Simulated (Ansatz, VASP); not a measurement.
# Cross-check of NaGeBr3 between VASP and Ansatz, part 2 of 3

Aim: how closely do two programs agree when they are given the same cell, functional and k mesh? The cell is invented: As first built, before any earlier steps moved the atoms: it takes the TlGeBr3 structure with some of its atoms replaced by other elements, volume scaled by an estimate. It may not be a known or stable phase. The cell comes out of the VASP series on this material, whose earlier steps may have relaxed, scaled or displaced it; both programs get it as it stands.

VASP 6.6.1 and Ansatz 0.2.0.

So far. Step 2 (VASP: band structure, LDA): The run ends at a pressure of 0.01 GPa, with forces up to 0.0062 eV/Å.

### Step 4. Side by side

Known differences besides the PAW data sets themselves: the two LDA forms differ slightly; the data sets hold 44 valence electrons in Ansatz (default PAW (the set named soft_2) files) and 42 in VASP; the cutoff is 420 eV in Ansatz and 410 eV in VASP; Ansatz makes its cores anew for this functional, VASP keeps those of its LDA data sets. Total energies have different zeros and are not compared.

Both answers:

| quantity | Ansatz | VASP | difference |
| --- | --- | --- | --- |
| pressure (GPa) | 0.08 | 0.01 | +0.07 |
| gap over the path points (eV) | 0.730 | 0.710 | +0.020 |

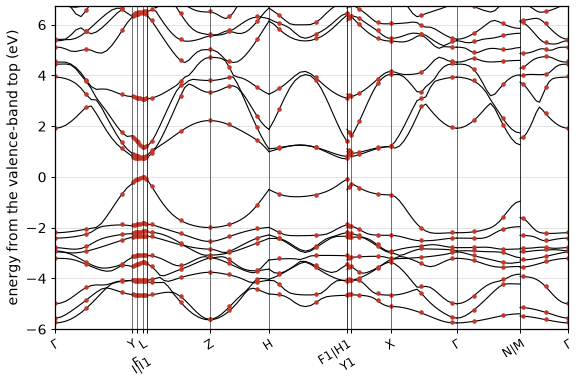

Bands from VASP (lines) and levels from Ansatz (dots). Dots without a line are higher empty bands that the VASP plot leaves out.

Levels at points of the path, from each program's valence-band top (eV; 4 filled, then empty):

| k (reciprocal lattice) | Ansatz | VASP |
| --- | --- | --- |
| 0.000 0.000 0.000 | -2.89 -2.77 -2.39 -2.18 1.94 3.96 4.47 | -2.92 -2.79 -2.41 -2.20 1.92 3.94 4.44 |
| -0.181 -0.181 0.232 | -2.91 -2.73 -2.24 -2.04 2.77 3.27 3.79 | -2.93 -2.75 -2.26 -2.06 2.75 3.25 3.77 |
| -0.393 -0.393 0.504 | -2.47 -2.25 -1.87 -0.67 1.14 1.37 1.76 | -2.49 -2.27 -1.89 -0.67 1.12 1.35 1.75 |
| -0.458 -0.458 0.576 | -2.35 -2.21 -1.90 -0.21 0.80 0.92 1.59 | -2.37 -2.23 -1.92 -0.22 0.78 0.90 1.57 |
| -0.470 -0.470 0.565 | -2.33 -2.19 -1.88 -0.13 0.75 0.86 1.48 | -2.35 -2.21 -1.90 -0.13 0.73 0.84 1.47 |
| -0.478 -0.478 0.557 | -2.32 -2.17 -1.86 -0.08 0.73 0.82 1.41 | -2.34 -2.19 -1.88 -0.09 0.71 0.81 1.39 |
| -0.481 -0.481 0.549 | -2.32 -2.17 -1.86 -0.06 0.73 0.81 1.37 | -2.33 -2.19 -1.88 -0.06 0.71 0.79 1.35 |
| -0.488 -0.488 0.530 | -2.31 -2.15 -1.84 -0.02 0.74 0.79 1.27 | -2.33 -2.17 -1.86 -0.02 0.72 0.77 1.25 |
| -0.499 -0.499 0.504 | -2.31 -2.15 -1.83 0.00 0.75 0.78 1.20 | -2.33 -2.17 -1.85 0.00 0.73 0.76 1.18 |
| -0.500 -0.500 0.500 | -2.31 -2.15 -1.83 0.00 0.75 0.78 1.20 | -2.33 -2.17 -1.85 0.00 0.73 0.76 1.18 |

At this near-relaxed geometry the largest component of a force difference is 20 meV/Å. Among the levels compared (up to four filled and three empty ones at each point), filled levels agree within 21 meV and empty ones within 29 meV. Ansatz's pressure holds a Pulay correction of 0.02 GPa; VASP's holds none.

### Step 5. VASP: single point, LDA

A single point gives forces, pressure and levels at one fixed geometry, so differences don't come from the geometry; what else differs is listed under the comparison.

INCAR reads:

```
SYSTEM = NaGeBr3
PREC = Accurate
ENCUT = 410
EDIFF = 1E-06
NELM = 100
ISMEAR = -5
SIGMA = 0.05
LREAL = .FALSE.
ALGO = Normal
GGA = CA
NBANDS = 36
LORBIT = 11
LWAVE = .FALSE.
LCHARG = .FALSE.
KPAR = 2
NEDOS = 2001
```

POSCAR reads:

```
NaGeBr3
1.0
    3.7378004300     -3.9077506500      0.0000000000
    3.7378004300      3.9077506500      0.0000000000
   -0.9182885900      0.0000000000      5.4837516300
Br Ge Na
3 1 1
Direct
    0.4816872710      0.0126779440      0.4229094410
    0.5580296690      0.5580296690      0.9204421460
    0.0126779440      0.4816872710      0.4229094410
    0.5013286400      0.5013286400      0.4693783070
    0.9434004980      0.9434004980      0.2018712170
```

KPOINTS reads:

```
Automatic mesh
0
Gamma
8 8 7
0 0 0
```

The projector-augmented-wave data sets are Br, Ge_d and Na_pv (LDA family, release 64).

The run is started by

```bash
$ mpirun -np 2 vasp_std
```

Numbers of over 12 decimals in the logs are rounded to 6 here.

The log of the run:

```text
[... set-up lines as in an earlier step ...]
 entering main loop
       N       E                     dE             d eps       ncg     rms          rms(c)
DAV:   1     0.364979390184E+03    0.36498E+03   -0.16728E+04 11944   0.136E+03
DAV:   2     0.395937458019E+02   -0.32539E+03   -0.30463E+03 10232   0.473E+02
DAV:   3    -0.152205794532E+02   -0.54814E+02   -0.54263E+02 11276   0.121E+02
DAV:   4    -0.176884625598E+02   -0.24679E+01   -0.24645E+01 10844   0.326E+01
[...]
DAV:  12    -0.173655142517E+02   -0.57672E-05   -0.16813E-05 10892   0.184E-02    0.442E-03
DAV:  13    -0.173655160041E+02   -0.17523E-05   -0.19300E-06  9316   0.689E-03    0.185E-03
DAV:  14    -0.173655160555E+02   -0.51452E-07   -0.11521E-07  8384   0.255E-03
   1 F= -.17365516E+02 E0= -.17365516E+02  d E =0.000000E+00
```

Parts of OUTCAR (step 5):

```text
  Total        0.1381637      0.1589439      0.0251545      0.0000000      0.0000000     -0.0110190
  in kB        1.3818271      1.5896584      0.2515798      0.0000000      0.0000000     -0.1102050
  external PRESSURE =       1.0743551 kB  Pullay stress =       0.0000000 kB

 POSITION                                       TOTAL-FORCE (eV/Angst)
 -----------------------------------------------------------------------------------
      1.45949     -1.83277      2.31913         0.002846      0.025067     -0.010751
      3.32638      0.00000      5.04748         0.009200      0.000000      0.009908
      1.45949      1.83277      2.31913         0.002846     -0.025067     -0.010751
      3.31671      0.00000      2.57395        -0.014468      0.000000      0.009430
      6.86711      0.00000      1.10701        -0.000423      0.000000      0.002165
 -----------------------------------------------------------------------------------
    total drift:                               -0.001903      0.000000     -0.000963

  FREE ENERGIE OF THE ION-ELECTRON SYSTEM (eV)
  ---------------------------------------------------
  free  energy   TOTEN  =       -17.3655160555 eV

  energy  without entropy=      -17.3655160555  energy(sigma->0) =      -17.36551606

[... 1 part as in an earlier step ...]

[... 2 further parts left out ...]
[key lines of the parts left out:]
E-fermi :   1.2750
```

The run ends at a pressure of 0.11 GPa, with forces up to 0.027 eV/Å.

### Step 6. Ansatz: single point, LDA

The same cell, functional (in two slightly different forms), mesh and smearing now go to Ansatz, which takes its cutoff from its data sets.

The cell comes out of the VASP series on this material, whose earlier steps may have relaxed, scaled or displaced it; both programs get it as it stands.

input.yaml reads:

```yaml
crystal:
  lattice:
    - [3.73780043, -3.90775065, 0.0]
    - [3.73780043, 3.90775065, 0.0]
    - [-0.91828859, 0.0, 5.48375163]
  atoms:
    - { symbol: Br, position: [0.481687271, 0.012677944, 0.422909441] }
    - { symbol: Br, position: [0.558029669, 0.558029669, 0.920442146] }
    - { symbol: Br, position: [0.012677944, 0.481687271, 0.422909441] }
    - { symbol: Ge, position: [0.50132864, 0.50132864, 0.469378307] }
    - { symbol: Na, position: [0.943400498, 0.943400498, 0.201871217] }
hamiltonian:
  xc: lda
  pseudopotentials: { kind: paw }
kpoints:
  mp_grid: { grid: [8, 8, 7] }
scf:
  occupations: { method: tetrahedron }
output:
  forces: true
  stress: true
```

The run is started by

```bash
$ ansatz run input.yaml --threads 2 --pin off --max-ram 4608MiB --backend cpu --events-out ev --progress --plain --runs-dir out
```

The log of the run:

```text
Warning: output.forces, output.stress, relax.cell or npt_langevin: where a Kohn–Sham band that disperses or a degenerate level is filled in part under the method tetrahedron, the forces or the stress that this run publishes need not agree with its energy (scf.occupations.method in the input reference, under Limitations); prefer a smearing scheme for the forces or the stress
[...]
k-point 0: bands = [... 18 lower, 0.3485, 0.4805, 0.8539, 1.0657, 5.1787, 7.2014, 7.7108, 7.7938, ... 1 higher]
  k-point 1: bands = [... 18 lower, 0.3233, 0.5176, 0.7739, 1.0009, 5.3596, 7.1184, 7.7876, 7.8169, ... 1 higher]
  k-point 2: bands = [... 18 lower, 0.2674, 0.4708, 0.8353, 0.8551, 5.8245, 6.5005, 7.5572, 8.0036, ... 1 higher]
  k-point 128: bands = [... 18 lower, 0.9376, 1.0745, 1.3746, 3.1367, 3.9845, 4.0387, 4.6798, 6.3654, ... 1 higher]
[key lines of the parts left out:]
SCF converged after 8 iterations
Free energy (F): -13768.190187 eV
Fermi energy:    3.136709 eV
P = ⅓ Tr σ = 0.1745 GPa (1.745 kbar)
```

Wall time 29 s (2 threads of Arm Neoverse V1, shared host); peak memory 0.65 GiB.

The run ends at a pressure of 0.17 GPa, with forces up to 0.037 eV/Å.

### Step 7. Differences

Both answers:

| quantity | Ansatz | VASP | difference |
| --- | --- | --- | --- |
| pressure (GPa) | 0.17 | 0.11 | +0.07 |
| gap on the k mesh (eV) | 0.848 | 0.830 | +0.018 |

At this near-relaxed geometry the largest component of a force difference is 21 meV/Å. Ansatz's pressure holds a Pulay correction of 0.02 GPa; VASP's holds none.

### Step 8. VASP: band structure, LDA, spin-orbit coupling

Levels along a path test the potential and the projectors away from the mesh points.

INCAR reads:

```
SYSTEM = NaGeBr3
PREC = Accurate
ENCUT = 410
EDIFF = 1E-06
NELM = 100
ISMEAR = 0
SIGMA = 0.05
LREAL = .FALSE.
ALGO = Normal
GGA = CA
LNONCOLLINEAR = .TRUE.
MAGMOM = 0 0 0 0 0 0 0 0 0 0 0 0 0 0 0
NBANDS = 54
GGA_COMPAT = .FALSE.
LASPH = .TRUE.
LSORBIT = .TRUE.
LORBIT = 11
LWAVE = .FALSE.
LCHARG = .FALSE.
KPAR = 2
```

POSCAR is that of step 5.

KPOINTS reads:

```
Automatic mesh
0
Gamma
4 4 4
0 0 0
```

KPOINTS_OPT reads:

```
Line mode
16
Line-mode
Reciprocal
  0.00000000   0.00000000   0.00000000 GAMMA
 -0.45347635  -0.45347635   0.58097035 Y

 -0.45347635  -0.45347635   0.58097035 Y
 -0.47828496  -0.47828496   0.55662724 F

 -0.47828496  -0.47828496   0.55662724 F
 -0.50000000  -0.50000000   0.50000000 L

 -0.50000000  -0.50000000   0.50000000 L
 -0.46853525  -0.53146475   0.50000000 I

  0.46853525  -0.46853525  -0.50000000 I1
  0.00000000   0.00000000  -0.50000000 Z

  0.00000000   0.00000000  -0.50000000 Z
 -0.42866774  -0.42866774  -0.39468654 H

 -0.42866774  -0.42866774  -0.39468654 H
 -0.52171504  -0.52171504   0.44337276 F1

  0.42866774  -0.57133226   0.39468654 H1
  0.45347635  -0.54652365   0.41902965 Y1

  0.45347635  -0.54652365   0.41902965 Y1
  0.50000000  -0.50000000   0.00000000 X

  0.50000000  -0.50000000   0.00000000 X
  0.00000000   0.00000000   0.00000000 GAMMA

  0.00000000   0.00000000   0.00000000 GAMMA
  0.00000000  -0.50000000   0.50000000 N

  0.00000000  -0.50000000   0.00000000 M
  0.00000000   0.00000000   0.00000000 GAMMA
```

The run is started by

```bash
$ mpirun -np 2 vasp_ncl
```

The log of the run:

```text
[... set-up lines as in an earlier step ...]
 entering main loop
       N       E                     dE             d eps       ncg     rms          rms(c)
DAV:   1     0.420844923841E+03    0.42084E+03   -0.16766E+04  5560   0.184E+03
DAV:   2     0.561818207108E+02   -0.36466E+03   -0.34813E+03  4904   0.577E+02
DAV:   3    -0.132825727553E+02   -0.69464E+02   -0.68592E+02  4978   0.176E+02
DAV:   4    -0.176693800973E+02   -0.43868E+01   -0.43584E+01  5208   0.556E+01
[...]
DAV:  13    -0.174069538176E+02   -0.54636E-05   -0.66809E-06  3986   0.153E-02    0.587E-03
DAV:  14    -0.174069558534E+02   -0.20357E-05   -0.18073E-06  4206   0.819E-03    0.210E-03
DAV:  15    -0.174069560697E+02   -0.21632E-06   -0.19609E-07  3204   0.492E-03
   1 F= -.17406956E+02 E0= -.17406956E+02  d E =-.752138E-20  mag=     0.0000    -0.0000     0.0000
 Start KPOINTS_OPT (optional k-point list driver)
k-point batch [1-40\192]
       N       E                     dE             ncg
DAV:   1    -0.308082371314E+04   -0.35928E+05     5640
DAV:   2    -0.174018963079E+05   -0.14321E+05     4960
DAV:   3    -0.201013607158E+05   -0.26995E+04     5070
DAV:   4    -0.202805889202E+05   -0.17923E+03     4954
[...]
DAV:   8    -0.202857980520E+05   -0.13905E-03     5526
DAV:   9    -0.202857980569E+05   -0.48829E-05     3808
DAV:  10    -0.202857980572E+05   -0.29735E-06     3022
[...]
k-point batch [161-192\192]
       N       E                     dE             ncg
DAV:   1    -0.176671838108E+04   -0.12704E+05     4488
DAV:   2    -0.132710082877E+05   -0.11504E+05     3888
DAV:   3    -0.154243176713E+05   -0.21533E+04     3930
DAV:   4    -0.155566020548E+05   -0.13228E+03     4168
[...]
DAV:   8    -0.155604202162E+05   -0.10117E-03     4586
DAV:   9    -0.155604202197E+05   -0.34449E-05     3222
DAV:  10    -0.155604202199E+05   -0.24547E-06     2736
```

OUTCAR, selected parts (step 8):

```text
  Total        0.4120059      0.4607698      0.1243735      0.0000000      0.0000000     -0.0465369
  in kB        4.1206272      4.6083329      1.2439067      0.0000000      0.0000000     -0.4654330
  external PRESSURE =       3.3242889 kB  Pullay stress =       0.0000000 kB

 POSITION                                       TOTAL-FORCE (eV/Angst)
 -----------------------------------------------------------------------------------
      1.45949     -1.83277      2.31913         0.008881      0.071462     -0.037211
      3.32638      0.00000      5.04748         0.032757      0.000000      0.017627
      1.45949      1.83277      2.31913         0.008881     -0.071462     -0.037211
      3.31671      0.00000      2.57395        -0.053597      0.000000      0.053651
      6.86711      0.00000      1.10701         0.003078      0.000000      0.003143
 -----------------------------------------------------------------------------------
    total drift:                               -0.001895     -0.000000     -0.000899

  FREE ENERGIE OF THE ION-ELECTRON SYSTEM (eV)
  ---------------------------------------------------
  free  energy   TOTEN  =       -17.4069560697 eV

  energy  without entropy=      -17.4069560697  energy(sigma->0) =      -17.40695607

 magnetization (x)
# of ion       s       p       d       tot
------------------------------------------
    1        0.000   0.000  -0.000   0.000
    2        0.000   0.000   0.000   0.000
    3       -0.000  -0.000   0.000  -0.000
    4        0.000   0.000   0.000   0.000
    5        0.000   0.000   0.000   0.000
--------------------------------------------------
tot          0.000   0.000   0.000   0.000

 magnetization (y)
# of ion       s       p       d       tot
------------------------------------------
    1       -0.000   0.000  -0.000   0.000
    2        0.000   0.000  -0.000   0.000
    3       -0.000   0.000  -0.000   0.000
    4       -0.000  -0.000  -0.000  -0.000
    5       -0.000  -0.000   0.000  -0.000
--------------------------------------------------
tot         -0.000   0.000  -0.000  -0.000

 magnetization (z)
# of ion       s       p       d       tot
------------------------------------------
    1        0.000   0.000  -0.000   0.000
    2        0.000   0.000   0.000   0.000
    3       -0.000  -0.000   0.000  -0.000
    4        0.000   0.000   0.000   0.000
    5        0.000   0.000   0.000   0.000
--------------------------------------------------
tot          0.000   0.000   0.000   0.000

[... 1 part as in an earlier step ...]

[... 2 further parts left out ...]
[key lines of the parts left out:]
E-fermi :   1.6979
```

The run ends at a pressure of 0.33 GPa, with forces up to 0.081 eV/Å.

(Part 2 of 3 ends here.)

[Lines on the potential files, build, host, timing and source positions are cut from VASP's logs without a mark.]

[Logs are printed without paths, hosts, clocks, repeated set-up lines and the standing remarks that a program may print on its own settings, such as how far it seeks lower states.]

[Hosts, paths, dates, database ids (printed as entryN), source tags and the programs' standing remarks are cut or masked in the printed files.]
